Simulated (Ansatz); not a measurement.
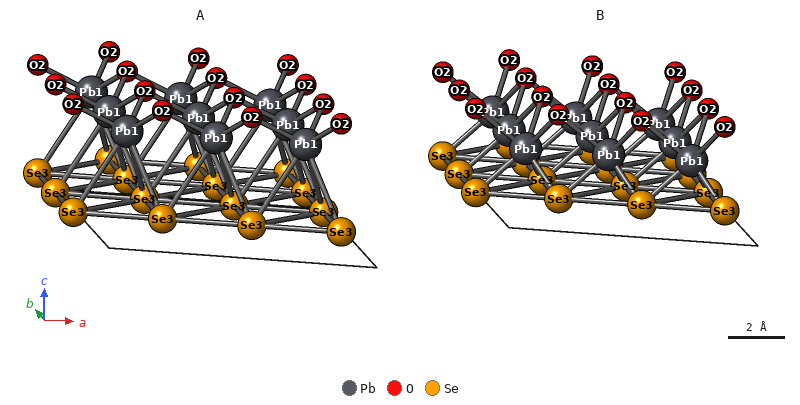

Two geometries of a slab of composition PbSeO, drawn at one scale. One is the start of a relaxation, the other its converged end. Style: ball-and-stick. Shown: the 3 × 3 repeat of the cell, outlined in the plane, without the vacuum, slightly off an axis.

All numbers below come from DFT, PBE, plane waves, PAW in Ansatz 0.2.0. (plane-wave cutoff 420 eV; k-point mesh 12 × 12 × 1; occupations fermi dirac; smearing width 0.02 eV; no spin polarisation; cell and atoms relaxed; force threshold 0.005 eV/Å)

Question: Which of the two is the end point?

Answer: Structure A is the relaxed one. The energy falls by 3.771 eV per cell of the calculation in 13 accepted moves (15 points after the start). The largest force component goes from 11 to 0.001 eV/Å. The SCF was repeated twice at an unchanged geometry on a basis and grid sized afresh for the cell, which shifted the energy by 22.7 meV per cell of the calculation at most. Se3 moves most relative to the cell and the layer's centre: 0.75 Å along the normal (−c). Largest moves by element: Se 0.75 Å, Pb 0.61 Å, O 0.14 Å. In the plane the drawn cell goes a 9.499 → 10.224 Å (+7.6 %), b 9.499 → 10.224 Å (+7.6 %). Near-neighbour distances that change, for instance: Pb1–Se3 2.394 → 3.507 Å, Se3–Se3 3.166 → 3.408 Å, Pb1–O2 2.394 → 2.246 Å. Among the angles between lasting bonds that change: Pb1–O2–Pb1 82.8° → 98.7°, O2–Pb1–O2 82.8° → 98.7°. The program noted that it reset the height of the cell.
